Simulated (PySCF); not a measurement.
C$_{4}$H$_{5}$N, SMILES `c1cc[nH]c1`.

Computed with PySCF, PBE0/6-31+G*, geometry: GFN2-xTB. No frequency check shows the geometry to be a minimum.

Cartesian coordinates (Å):

```
C1      -0.9747   -0.7067    0.0000
C2      -0.9778    0.7025    0.0000
C3       0.3275    1.1091    0.0000
N4       1.1154    0.0023    0.0000
C5       0.3323   -1.1076    0.0000
H6      -1.8360   -1.3450    0.0000
H7      -1.8418    1.3371    0.0000
H8       0.7482    2.0954    0.0000
H9       2.1214    0.0045    0.0000
H10      0.7574   -2.0920    0.0000
```

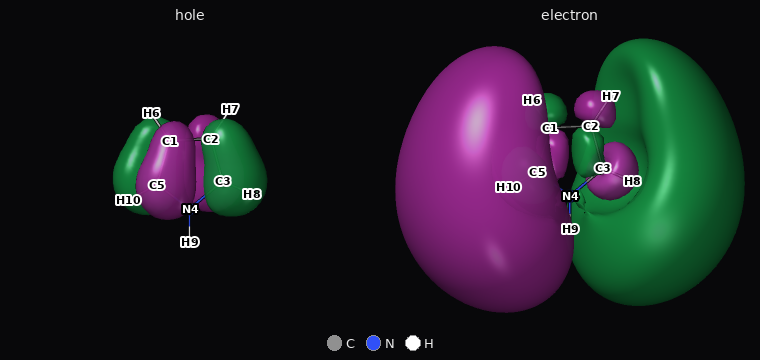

Leading natural transition orbital pair of S₂ (full linear response singlet states); the surfaces enclose about 85 % of each orbital's density.

Characterise the state.

Answer. 6.02 eV (206 nm), f = 0.025, π → diffuse (Rydberg-like) orbital; the leading pair carries 78 %; hole on C3 and C5 (24 % each), C1 and C2 (17 % each) and N4 (10 %), electron on C3 and C5 (20 % each), H8 and H10 (14 % each) and H9 (7 %) (atom shares of so diffuse an orbital are rough) (shares are of the whole state, not of the leading pair alone); their centroids lie 1.2 Å apart; S₃ lies within 0.1 eV of it. In canonical orbitals it is mainly HOMO → LUMO+2 (78 %). The HOMO–LUMO gap is 6.30 eV.
